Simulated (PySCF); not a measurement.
Consider C$_{3}$H$_{12}$O$_{4}$Si$_{2}$ ((OMe)3Si-O-SiH3).

```xyz
21

Si   -0.5023   -0.2427   -0.0085
O    -1.8888    0.4513    0.5107
C    -2.1917    0.7466    1.8479
O    -0.5291   -0.3231   -1.6454
C    -0.7425    0.7654   -2.5028
O    -0.3894   -1.7584    0.6010
C     0.7274   -2.5946    0.4767
O     0.7802    0.6561    0.5048
Si    2.3240    1.1685    0.2028
H    -2.2154   -0.1656    2.4686
H    -3.1853    1.2169    1.8879
H    -1.4583    1.4460    2.2862
H     0.1095    1.4698   -2.4932
H    -1.6550    1.3237   -2.2329
H    -0.8577    0.3882   -3.5298
H     1.6336   -2.1408    0.9184
H     0.9405   -2.8379   -0.5787
H     0.5262   -3.5348    1.0115
H     3.2117    0.7543    1.3284
H     2.3409    2.6559    0.0858
H     2.8346    0.5710   -1.0689
```

Geometry: PBE0-D3(BJ)/def2-SVP.

Theory: PBE0/pcSseg-1, SCF density, gas phase, non-relativistic (PySCF).

Question: What will maps of the electron density and electron localisation function show?

Answer: C–O (1.40 Å): ρ at the midpoint is about 2 e/Å³, with its minimum of 1.7 e/Å³ about 0.5 Å from C; the ELF peaks at about 0.85 between the atoms, as expected for a polar covalent bond.
Si–O (1.64 Å): ρ at the midpoint is about 1.2 e/Å³; the ELF peaks at about 0.85 between the atoms; a polar covalent bond.
C–H (1.10 Å): ρ at the midpoint is about 2 e/Å³; the ELF climbs to about 1 towards the hydrogen, as it does in any bond to H: a covalent bond by its length.

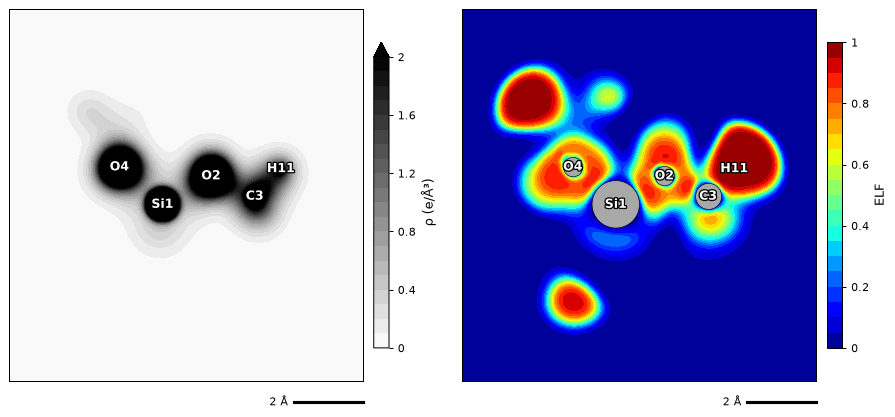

Computed electron density and electron localisation function on the plane of atoms O2, Si1 and O4, in this order. Grey discs cover the atomic cores in the ELF map. 
